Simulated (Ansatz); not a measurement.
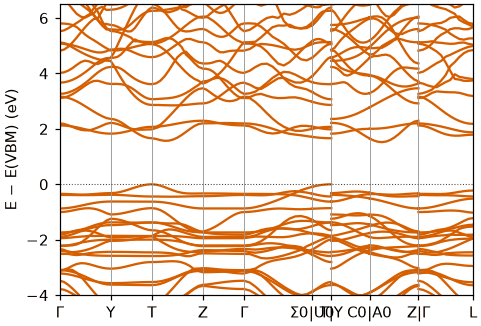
Fig. 1. Band structure from DFT-r²SCAN in the program Ansatz with PAW potentials

Q: Read off the gap and where the band edges lie.

A: About 1.5 eV (1.52 eV by a search for the band edges); maximum at T, minimum on the A0–Z line, 24 % of the way from A0.

The material is Cs$_{2}$Pt$_{3}$Se$_{4}$ in space group Fmmm (No. 69; Cs on 8i, Pt on 8e, Pt on 4a, Se on 16m).

The workflow started from a Materials Project entry (that database holds measured and hypothetical structures alike); the Crystallography Open Database copy checked does not list it. Whether it is the stable phase at ambient conditions was not checked. The r²SCAN relaxation kept the symmetry of its start; its stability against distortions is not shown here. No spin polarisation was allowed. Scalar-relativistic: spin–orbit coupling is off unless named, which matters more the heavier the elements.

Potentials: the later of the program's two PAW sets.
